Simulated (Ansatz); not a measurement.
# AlH₃O (triplet): from Hartree-Fock to the top rungs at distance Al1–H4 along a hydrogen transfer = 1.905 Å, cc-pVDZ

How much of the correlation energy of AlH₃O (triplet) does each wave-function method recover here?

Program: Ansatz 0.2.0, Gaussian basis. Level of theory: cc-pVDZ, core rule «outside noble gas», up to 6 orbitals frozen. These are calculated values, not measurements.

To be run: UHF; CCSD(T) on ROHF; CCSD(T) on UHF; BCCD(T) on ROHF; CISD; CCSDT(Q) on ROHF; CCSDT(Q) on UHF; CASSCF and MRCISD+Q, 4 electrons in 4 orbitals; CASSCF and NEVPT2, 4 electrons in 4 orbitals.

13 further runs of the same task are left out: 9 for a known fault of the program, 4 that didn't finish.

## 1. The system

The geometry derives from fragments relaxed apart (PBE0/def2-TZVP) and kept rigid, so it is no stationary point. A hydrogen atom is moved between rigid fragments.

5 atoms, charge 0, spin multiplicity 3.

Atoms are counted from 1 here; the program's logs count them from 0.

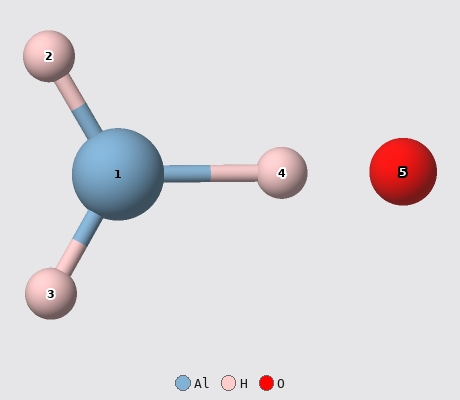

The geometry (aluminium light blue, hydrogen pink, oxygen red); atoms are numbered from 1 in the order of the file.

In the tables R marks a restricted open-shell determinant and U an unrestricted one; 'pair' is the active space of 4 electrons in 4 orbitals; energies count from the table's Hartree-Fock row.

## 2. UHF

in.yaml

```yaml
crystal:
  periodic: [false, false, false]
  atoms:
    - {symbol: Al, position_ang: [-1.161960, 0.000000, 0.000000]}
    - {symbol: H, position_ang: [-1.954884, 1.373384, 0.000000]}
    - {symbol: H, position_ang: [-1.954884, -1.373384, 0.000000]}
    - {symbol: H, position_ang: [0.743040, 0.000000, 0.000000]}
    - {symbol: O, position_ang: [2.159040, 0.000000, 0.000000]}
basis:
  gaussian: {orbitals: cc-pVDZ}
magnetization: {spin_polarized: true, initial_magnetization: 2}
hamiltonian: {xc: hf}
output: {orbitals: {seedname: orbitals}}
```

Launch:

```sh
ansatz run in.yaml --threads 1 --pin off --events-out ev --progress --plain --max-ram 2393MiB
```

What it wrote:

```text
Functional definition: HF
  name "HF"
  cite "Fock, Z. Phys. 61, 126 (1930) doi:10.1007/BF01340294"
  parent pbe
  exchange = exact_x
  correlation = 0
437 factors; integrals over basis functions are off by at most 1.8e-3 eV
mean field evaluation 1: about -8661.3973 eV, gradient 1.4e1 eV
mean field evaluation 2: about -8661.4232 eV, gradient 1.4e1 eV
mean field evaluation 4: about -8663.3631 eV, gradient 3.0e0 eV
mean field evaluation 8: about -8663.6383 eV, gradient 8.1e-1 eV
mean field evaluation 16: about -8663.6583 eV, gradient 1.8e-5 eV
mean field evaluation 32: about -8663.6570 eV, gradient 1.4e-1 eV
mean field evaluation 64: about -8646.9337 eV, gradient 1.9e1 eV
mean field evaluation 96: about -8657.9411 eV, gradient 6.7e0 eV
mean field evaluation 128: about -8663.6560 eV, gradient 8.9e-7 eV
mean field evaluation 160: about -8663.6583 eV, gradient 1.9e-2 eV
mean field evaluation 192: about -8658.1773 eV, gradient 9.4e-2 eV
mean field evaluation 224: about -8663.6583 eV, gradient 6.8e-6 eV
mean field -8663.65834166 eV, -318.3835716176 hartree, gradient 6.8e-6 eV, S^2 2.068629; 7 other end points of the search recorded, 0 dependent functions left out
reference -8663.65834166 eV, -318.3835716176 hartree; 13, 11 occupied and 34, 36 virtual orbitals, 437 factors
Total energy: -8663.65834166 eV, -318.3835716176 hartree
```

It took 2.5 s on 1 thread of Arm Neoverse V1, shared host.

From the report: ⟨S²⟩ of the determinant 2.069 (pure triplet: 2.00).

## 3. CCSD(T) on ROHF

Edit in.yaml of step 2 so:

```diff
@@ -10,4 +10,4 @@
   gaussian: {orbitals: cc-pVDZ}
-magnetization: {spin_polarized: true, initial_magnetization: 2}
-hamiltonian: {xc: hf}
-output: {orbitals: {seedname: orbitals}}
+magnetization: {spin_polarized: false, initial_magnetization: 2}
+correlation: {method: ccsd_t, electrons: outside_noble_gas}
+output: {forces: true}
```

The command is unchanged.

What it wrote, cut to the lines that bear on the results:

```text
Functional definition: HF
  name "HF"
  cite "Fock, Z. Phys. 61, 126 (1930) doi:10.1007/BF01340294"
  parent pbe
[...]
437 factors; integrals over basis functions are off by at most 1.8e-3 eV
[...]
mean field -8663.25966561 eV, -318.3689205427 hartree, gradient 2.0e-6 eV, S^2 2.000000; 18 other end points of the search recorded, 0 dependent functions left out
[...]
determinant -8663.25966561 eV, -318.3689205427 hartree, with singles and doubles -8670.14939990 eV, -318.6221136082 hartree
determinant -8663.25659203 eV, -318.3688075910 hartree, with singles and doubles -8670.15067808 eV, -318.6221605801 hartree
determinant -8662.37346888 eV, -318.3363534136 hartree, with singles and doubles -8668.71191478 eV, -318.5692870042 hartree
determinant -8659.30391474 eV, -318.2235493798 hartree, with singles and doubles -8667.15418345 eV, -318.5120414336 hartree
[...]
reference -8663.25659203 eV, -318.3688075910 hartree; 7, 5 occupied and 34, 36 virtual orbitals, 437 factors
second order -5.51439818 eV of doubles, -0.18867988 eV of singles
cycle   1  -6.89829324 eV  change    8.4e-7 eV  update   2.1e-6
cycle   2  -6.89829282 eV  change    4.2e-7 eV  update   1.3e-6
perturbative correction -0.10738250 eV, -0.0039462342 hartree
[...]
Total energy: -8670.26226735 eV, -318.6262614103 hartree
Atom 0 at    -1.161960     0.000000     0.000000 Å, force     0.863636    -0.000000    -0.000000 eV/Å
Atom 1 at    -1.954884     1.373384     0.000000 Å, force     0.075470     0.075405    -0.000000 eV/Å
Atom 2 at    -1.954884    -1.373384     0.000000 Å, force     0.075470    -0.075405     0.000000 eV/Å
Atom 3 at     0.743040     0.000000     0.000000 Å, force     0.076828     0.000000    -0.000000 eV/Å
Atom 4 at     2.159040     0.000000     0.000000 Å, force    -1.091405    -0.000000     0.000000 eV/Å
Dipole moment:    -0.377248    -0.000000    -0.000000 e Å
```

Wall time 13 s (1 thread of Arm Neoverse V1, shared host).

From the report: correlation -7.0057 eV; T1 0.047; largest double amplitude 0.05.

## 4. CCSD(T) on UHF

Edit in.yaml of step 3 so:

```diff
@@ -10,3 +10,3 @@
   gaussian: {orbitals: cc-pVDZ}
-magnetization: {spin_polarized: false, initial_magnetization: 2}
+magnetization: {spin_polarized: true, initial_magnetization: 2}
 correlation: {method: ccsd_t, electrons: outside_noble_gas}
```

Launched as before.

What it wrote, cut to the lines that bear on the results:

```text
Functional definition: HF
  name "HF"
  cite "Fock, Z. Phys. 61, 126 (1930) doi:10.1007/BF01340294"
  parent pbe
[...]
437 factors; integrals over basis functions are off by at most 1.8e-3 eV
[...]
mean field -8663.65834166 eV, -318.3835716176 hartree, gradient 4.3e-6 eV, S^2 2.068629; 17 other end points of the search recorded, 0 dependent functions left out
determinant -8663.65834166 eV, -318.3835716176 hartree, with singles and doubles -8670.15759713 eV, -318.6224148506 hartree
determinant -8663.65602417 eV, -318.3834864512 hartree, with singles and doubles -8670.15900580 eV, -318.6224666182 hartree
determinant -8662.53095993 eV, -318.3421411029 hartree, with singles and doubles -8668.71436539 eV, -318.5693770626 hartree
determinant -8660.31939989 eV, -318.2608677708 hartree, with singles and doubles -8667.07942191 eV, -318.5092939979 hartree
[...]
reference -8663.65602417 eV, -318.3834864512 hartree; 7, 5 occupied and 34, 36 virtual orbitals, 437 factors
second order -5.35185120 eV of doubles, -0.00000000 eV of singles
cycle   1  -6.50764821 eV  change    3.8e-6 eV  update   2.1e-6
cycle   2  -6.50764676 eV  change    1.4e-6 eV  update   1.2e-6
perturbative correction -0.10012242 eV, -0.0036794311 hartree
[...]
Total energy: -8670.26379335 eV, -318.6263174899 hartree
Atom 0 at    -1.161960     0.000000     0.000000 Å, force     0.861102    -0.000000    -0.000000 eV/Å
Atom 1 at    -1.954884     1.373384     0.000000 Å, force     0.075361     0.074917    -0.000000 eV/Å
Atom 2 at    -1.954884    -1.373384     0.000000 Å, force     0.075361    -0.074917    -0.000000 eV/Å
Atom 3 at     0.743040     0.000000     0.000000 Å, force     0.080894    -0.000000    -0.000000 eV/Å
Atom 4 at     2.159040     0.000000     0.000000 Å, force    -1.092717    -0.000000     0.000000 eV/Å
Dipole moment:    -0.376877     0.000000     0.000000 e Å
```

Wall time 12 s (1 thread of Arm Neoverse V1, shared host).

From the report: ⟨S²⟩ of the determinant 2.069 (pure triplet: 2.00); correlation -6.6078 eV; T1 0.026; largest double amplitude 0.05.

## 5. BCCD(T) on ROHF

Edit in.yaml of step 4 so:

```diff
@@ -10,4 +10,3 @@
   gaussian: {orbitals: cc-pVDZ}
-magnetization: {spin_polarized: true, initial_magnetization: 2}
-correlation: {method: ccsd_t, electrons: outside_noble_gas}
-output: {forces: true}
+magnetization: {spin_polarized: false, initial_magnetization: 2}
+correlation: {method: bccd_t, electrons: outside_noble_gas}
```

Same command.

What it wrote, cut to the lines that bear on the results:

```text
Functional definition: HF
  name "HF"
  cite "Fock, Z. Phys. 61, 126 (1930) doi:10.1007/BF01340294"
  parent pbe
[...]
437 factors; integrals over basis functions are off by at most 1.8e-3 eV
[...]
mean field -8663.25966561 eV, -318.3689205427 hartree, gradient 2.0e-6 eV, S^2 2.000000; 18 other end points of the search recorded, 0 dependent functions left out
[...]
determinant -8663.25966561 eV, -318.3689205427 hartree, with singles and doubles -8670.14939990 eV, -318.6221136082 hartree
determinant -8663.25659203 eV, -318.3688075910 hartree, with singles and doubles -8670.15067808 eV, -318.6221605801 hartree
determinant -8662.37346888 eV, -318.3363534136 hartree, with singles and doubles -8668.71191478 eV, -318.5692870042 hartree
determinant -8659.30391474 eV, -318.2235493798 hartree, with singles and doubles -8667.15418345 eV, -318.5120414336 hartree
determinant -8659.28879847 eV, -318.2229938669 hartree, with singles and doubles -8667.13419306 eV, -318.5113068002 hartree
determinant -8663.25966561 eV, -318.3689205427 hartree, with singles and doubles -8670.15422529 eV, -318.6222909376 hartree
determinant -8663.25659203 eV, -318.3688075910 hartree, with singles and doubles -8670.15488612 eV, -318.6223152228 hartree
[...]
6 core orbitals not correlated: weight in the atoms' cores, before any rotation towards them, 1.000 or more for the frozen orbitals, at most 0.000 for the correlated occupied ones
reference -8663.25659203 eV, -318.3688075910 hartree; 7, 5 occupied and 34, 36 virtual orbitals, 437 factors
second order -5.51439818 eV of doubles, -0.18867988 eV of singles
cycle   1  -6.90364958 eV  change   -5.4e-3 eV  update   1.9e-2
[...]
cycle  10  -6.89351007 eV  change   -9.9e-7 eV  update   1.2e-5
perturbative correction -0.11300459 eV, -0.0041528420 hartree
Total energy: -8670.26310669 eV, -318.6262922556 hartree
```

Wall time 10 s (1 thread of Arm Neoverse V1, shared host).

From the report: correlation -7.0065 eV; largest double amplitude 0.05.

## 6. CISD

Edit in.yaml of step 5 so:

```diff
@@ -11,2 +11,2 @@
 magnetization: {spin_polarized: false, initial_magnetization: 2}
-correlation: {method: bccd_t, electrons: outside_noble_gas}
+correlation: {active_space: {ras: {orbitals: [5, 2, 34], electrons: 12, max_holes: 2, max_particles: 2}, fixed_orbitals: true}}
```

Launched as before.

What it wrote, cut to the lines that bear on the results:

```text
Functional definition: HF
  name "HF"
  cite "Fock, Z. Phys. 61, 126 (1930) doi:10.1007/BF01340294"
  parent pbe
[...]
437 factors; integrals over basis functions are off by at most 1.8e-3 eV
[...]
mean field -8663.25966561 eV, -318.3689205427 hartree, gradient 2.0e-6 eV, S^2 2.000000; 18 other end points of the search recorded, 0 dependent functions left out
reference -8663.25966561 eV, -318.3689205427 hartree; 13, 11 occupied and 34, 36 virtual orbitals, 437 factors
state -8669.58788682 eV, -318.6014783831 hartree
Total energy: -8669.58788682 eV, -318.6014783831 hartree
```

Wall time 7 s (1 thread of Arm Neoverse V1, shared host).

From the report: 67,480 determinants.

## 7. CCSDT(Q) on ROHF

Edit in.yaml of step 6 so:

```diff
@@ -11,2 +11,2 @@
 magnetization: {spin_polarized: false, initial_magnetization: 2}
-correlation: {active_space: {ras: {orbitals: [5, 2, 34], electrons: 12, max_holes: 2, max_particles: 2}, fixed_orbitals: true}}
+correlation: {method: ccsdt_q, electrons: outside_noble_gas}
```

Launched as before.

What it wrote, cut to the lines that bear on the results:

```text
Functional definition: HF
  name "HF"
  cite "Fock, Z. Phys. 61, 126 (1930) doi:10.1007/BF01340294"
  parent pbe
[...]
818 factors; integrals over basis functions are off by at most 2.3e-7 eV
[...]
mean field -8663.25973135 eV, -318.3689229589 hartree, gradient 2.0e-6 eV, S^2 2.000000; 18 other end points of the search recorded, 0 dependent functions left out
[...]
determinant -8663.25973135 eV, -318.3689229589 hartree, with singles and doubles -8670.14946620 eV, -318.6221160444 hartree
determinant -8663.25665672 eV, -318.3688099682 hartree, with singles and doubles -8670.15074346 eV, -318.6221629829 hartree
determinant -8662.37352434 eV, -318.3363554520 hartree, with singles and doubles -8668.71197498 eV, -318.5692892164 hartree
determinant -8659.30399217 eV, -318.2235522252 hartree, with singles and doubles -8667.15426002 eV, -318.5120442476 hartree
determinant -8659.28887662 eV, -318.2229967390 hartree, with singles and doubles -8667.13427395 eV, -318.5113097732 hartree
determinant -8663.25973135 eV, -318.3689229589 hartree, with singles and doubles -8670.15429142 eV, -318.6222933682 hartree
determinant -8663.25665672 eV, -318.3688099682 hartree, with singles and doubles -8670.15495163 eV, -318.6223176303 hartree
[...]
6 core orbitals not correlated: weight in the atoms' cores, before any rotation towards them, 1.000 or more for the frozen orbitals, at most 0.000 for the correlated occupied ones
reference -8663.25665672 eV, -318.3688099682 hartree; 7, 5 occupied and 34, 36 virtual orbitals, 818 factors
second order -5.51445812 eV of doubles, -0.18867882 eV of singles
cycle   1  -6.45661961 eV  change   -7.5e-1 eV  update   8.7e-2
[...]
cycle  20  -7.03168692 eV  change    6.0e-7 eV  update   5.3e-7
perturbative correction -0.00985644 eV, -0.0003622176 hartree
Total energy: -8670.29820009 eV, -318.6275819140 hartree
```

Wall time 60 s (1 thread of Arm Neoverse V1, shared host); peak memory 0.72 GiB.

From the report: correlation -7.0415 eV; T1 0.048; largest double amplitude 0.06.

## 8. CCSDT(Q) on UHF

Edit in.yaml of step 7 so:

```diff
@@ -10,3 +10,3 @@
   gaussian: {orbitals: cc-pVDZ}
-magnetization: {spin_polarized: false, initial_magnetization: 2}
+magnetization: {spin_polarized: true, initial_magnetization: 2}
 correlation: {method: ccsdt_q, electrons: outside_noble_gas}
```

The command is unchanged.

What it wrote, cut to the lines that bear on the results:

```text
Functional definition: HF
  name "HF"
  cite "Fock, Z. Phys. 61, 126 (1930) doi:10.1007/BF01340294"
  parent pbe
[...]
818 factors; integrals over basis functions are off by at most 2.3e-7 eV
[...]
mean field -8663.65840591 eV, -318.3835739785 hartree, gradient 4.3e-6 eV, S^2 2.068629; 17 other end points of the search recorded, 0 dependent functions left out
determinant -8663.65840591 eV, -318.3835739785 hartree, with singles and doubles -8670.15766267 eV, -318.6224172592 hartree
determinant -8663.65608725 eV, -318.3834887694 hartree, with singles and doubles -8670.15907112 eV, -318.6224690187 hartree
determinant -8662.53101623 eV, -318.3421431719 hartree, with singles and doubles -8668.71442577 eV, -318.5693792813 hartree
determinant -8660.31947903 eV, -318.2608706791 hartree, with singles and doubles -8667.07949498 eV, -318.5092966829 hartree
determinant -8660.30399805 eV, -318.2603017634 hartree, with singles and doubles -8667.05903848 eV, -318.5085449205 hartree
determinant -8658.66792300 eV, -318.2001771143 hartree, with singles and doubles -8664.88960110 eV, -318.4288195673 hartree
determinant -8663.65840591 eV, -318.3835739785 hartree, with singles and doubles -8670.16304893 eV, -318.6226152006 hartree
determinant -8663.65608725 eV, -318.3834887694 hartree, with singles and doubles -8670.16374195 eV, -318.6226406686 hartree
6 core orbitals not correlated: weight in the atoms' cores, before any rotation towards them, 1.000 or more for the frozen orbitals, at most 0.000 for the correlated occupied ones
reference -8663.65608725 eV, -318.3834887694 hartree; 7, 5 occupied and 34, 36 virtual orbitals, 818 factors
second order -5.35190757 eV of doubles, -0.00000000 eV of singles
cycle   1  -6.10046618 eV  change   -7.5e-1 eV  update   7.5e-2
[...]
cycle  19  -6.63386760 eV  change   -7.5e-7 eV  update   1.3e-6
perturbative correction -0.00909559 eV, -0.0003342567 hartree
Total energy: -8670.29905044 eV, -318.6276131639 hartree
```

Run time: 51 s. Hardware: 1 thread of Arm Neoverse V1, shared host; peak memory 0.56 GiB.

From the report: ⟨S²⟩ of the determinant 2.069 (pure triplet: 2.00); correlation -6.6430 eV; T1 0.027; largest double amplitude 0.06.

## 9. CASSCF and MRCISD+Q, 4 electrons in 4 orbitals

Edit in.yaml of step 8 so:

```diff
@@ -10,3 +10,3 @@
   gaussian: {orbitals: cc-pVDZ}
-magnetization: {spin_polarized: true, initial_magnetization: 2}
-correlation: {method: ccsdt_q, electrons: outside_noble_gas}
+magnetization: {spin_polarized: false, initial_magnetization: 2}
+correlation: {method: fic_mrcisd_q, electrons: outside_noble_gas, active_space: {window: {electrons: 4, orbitals: 4}}}
```

Launched as before.

What it wrote, cut to the lines that bear on the results:

```text
Functional definition: HF
  name "HF"
  cite "Fock, Z. Phys. 61, 126 (1930) doi:10.1007/BF01340294"
  parent pbe
[...]
437 factors; integrals over basis functions are off by at most 1.8e-3 eV
[...]
mean field -8663.25966561 eV, -318.3689205427 hartree, gradient 2.0e-6 eV, S^2 2.000000; 18 other end points of the search recorded, 0 dependent functions left out
reference -8663.25966561 eV, -318.3689205427 hartree; 13, 11 occupied and 34, 36 virtual orbitals, 437 factors
state -8664.07775370 eV, -318.3989847257 hartree
contracted CI cycle   1: correlation 0.00000000 eV, 0.0000000000 hartree, residual 2.36e1 eV
contracted CI cycle   2: correlation -5.55220895 eV, -0.2040399155 hartree, residual 3.11e0 eV
contracted CI cycle   3: correlation -5.68785056 eV, -0.2090246527 hartree, residual 7.71e-1 eV
contracted CI cycle   4: correlation -5.69690098 eV, -0.2093572496 hartree, residual 2.00e-1 eV
contracted CI cycle   5: correlation -5.69763853 eV, -0.2093843539 hartree, residual 7.09e-2 eV
contracted CI cycle   6: correlation -5.69772585 eV, -0.2093875631 hartree, residual 2.34e-2 eV
contracted CI cycle   7: correlation -5.69773612 eV, -0.2093879403 hartree, residual 8.24e-3 eV
contracted CI cycle   8: correlation -5.69773727 eV, -0.2093879826 hartree, residual 3.00e-3 eV
contracted CI cycle   9: correlation -5.69773742 eV, -0.2093879882 hartree, residual 1.09e-3 eV
state -8664.07775370 eV, -318.3989847257 hartree; corrected -8670.23043048 eV, -318.6250914268 hartree
Total energy: -8670.23043048 eV, -318.6250914268 hartree
```

Wall time 5.5 s (1 thread of Arm Neoverse V1, shared host).

From the report: 18 determinants; active occupations 1.95, 1.00, 1.00, 0.05.

## 10. CASSCF and NEVPT2, 4 electrons in 4 orbitals

Edit in.yaml of step 9 so:

```diff
@@ -11,2 +11,2 @@
 magnetization: {spin_polarized: false, initial_magnetization: 2}
-correlation: {method: fic_mrcisd_q, electrons: outside_noble_gas, active_space: {window: {electrons: 4, orbitals: 4}}}
+correlation: {method: sc_nevpt2, electrons: outside_noble_gas, active_space: {window: {electrons: 4, orbitals: 4}}}
```

The command is unchanged.

What it wrote, cut to the lines that bear on the results:

```text
Functional definition: HF
  name "HF"
  cite "Fock, Z. Phys. 61, 126 (1930) doi:10.1007/BF01340294"
  parent pbe
[...]
437 factors; integrals over basis functions are off by at most 1.8e-3 eV
[...]
mean field -8663.25966561 eV, -318.3689205427 hartree, gradient 2.0e-6 eV, S^2 2.000000; 18 other end points of the search recorded, 0 dependent functions left out
reference -8663.25966561 eV, -318.3689205427 hartree; 13, 11 occupied and 34, 36 virtual orbitals, 437 factors
state -8664.07775370 eV, -318.3989847257 hartree
state -8664.07775370 eV, -318.3989847257 hartree; corrected -8669.22272273 eV, -318.5880588502 hartree
Total energy: -8669.22272273 eV, -318.5880588502 hartree
```

It took 4.9 s on 1 thread of Arm Neoverse V1, shared host.

From the report: 18 determinants; active occupations 1.95, 1.00, 1.00, 0.05.

## 11. The ladder

The yardstick is UCCSDT(Q), where the cluster series has nearly closed. Rows without a time come out of other runs: HF, MP2 and CCSD of CCSD(T), CCSDT of CCSDT(Q), CASSCF and MRCISD of the multireference runs. The times of RCCSD(T), UCCSD(T) include forces.

Differences are taken before rounding.

| method | energy from the lowest RHF (meV) | from UCCSDT(Q) (meV) | time |
| --- | --- | --- | --- |
| RHF | 0.0 | +7039.4 |  |
| UHF | -398.7 | +6640.7 | 2.5 s |
| RMP2 | -5700.0 | +1339.4 |  |
| UMP2 | -5748.2 | +1291.2 |  |
| CISD | -6328.2 | +711.2 | 7 s |
| RCCSD | -6895.2 | +144.2 |  |
| UCCSD | -6904.0 | +135.4 |  |
| RCCSD(T) | -7002.6 | +36.8 | 13 s |
| UCCSD(T) | -7004.1 | +35.3 | 12 s |
| BCCD(T) | -7003.4 | +35.9 | 10 s |
| RCCSDT | -7028.7 | +10.7 |  |
| UCCSDT | -7030.3 | +9.1 |  |
| RCCSDT(Q) | -7038.5 | +0.9 | 60 s |
| UCCSDT(Q) | -7039.4 | 0 | 51 s |
| CASSCF pair | -818.1 | +6221.3 |  |
| NEVPT2 pair | -5963.1 | +1076.3 | 4.9 s |
| MRCISD pair | -6515.8 | +523.6 |  |
| MRCISD+Q pair | -6970.8 | +68.6 | 5.5 s |

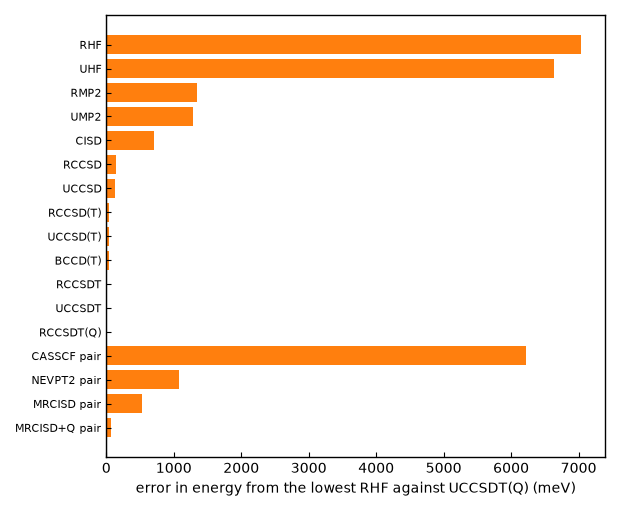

How far each level lands from UCCSDT(Q).

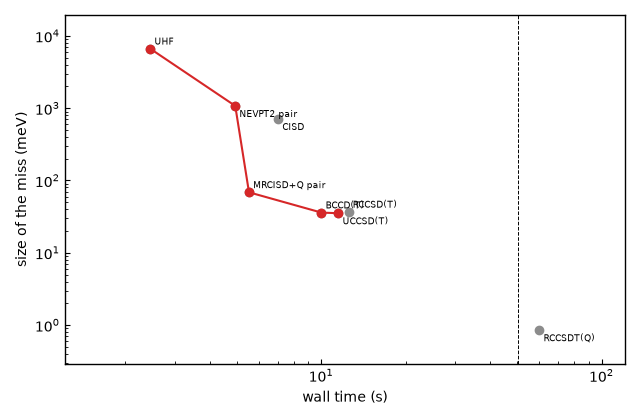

Accuracy for the time spent; red marks the levels that beat every quicker one drawn (of those quicker than the yardstick), and the dashed line is the time of UCCSDT(Q). Times are from a shared host.

## 12. What came out

| quantity | value |
| --- | --- |
| UCCSDT(Q) below the RHF energy | -7.0394 eV |
| RMP2 from UCCSDT(Q) | +1339.4 meV |
| UMP2 from UCCSDT(Q) | +1291.2 meV |
| RCCSD from UCCSDT(Q) | +144.2 meV |
| RCCSD(T) from UCCSDT(Q) | +36.8 meV |
| UCCSD(T) from UCCSDT(Q) | +35.3 meV |
| RCCSDT(Q) from UCCSDT(Q) | +0.9 meV |
| NEVPT2 pair from UCCSDT(Q) | +1076.3 meV |
| MRCISD+Q pair from UCCSDT(Q) | +68.6 meV |
| levels within 1 kcal/mol (43 meV) | RCCSD(T), UCCSD(T), BCCD(T), RCCSDT, UCCSDT, RCCSDT(Q) |
| T1 diagnostic | 0.047 |

In words: RCCSD(T) misses by +36.8 meV, 0.5 % of the correlation energy. Of the multireference levels listed MRCISD+Q pair comes nearest in total energy (+68.6 meV), which doesn't show that its space is the better one. These misses are within one basis, not against nature; the frozen cores of restricted and unrestricted runs differ, which can shift their rows.

For cost: UCCSD(T) gets within 35.3 meV in 12 s, where UCCSDT(Q) took 51 s; the quickest level in the cost chart, UHF, takes 2.5 s and misses by 6640.7 meV.
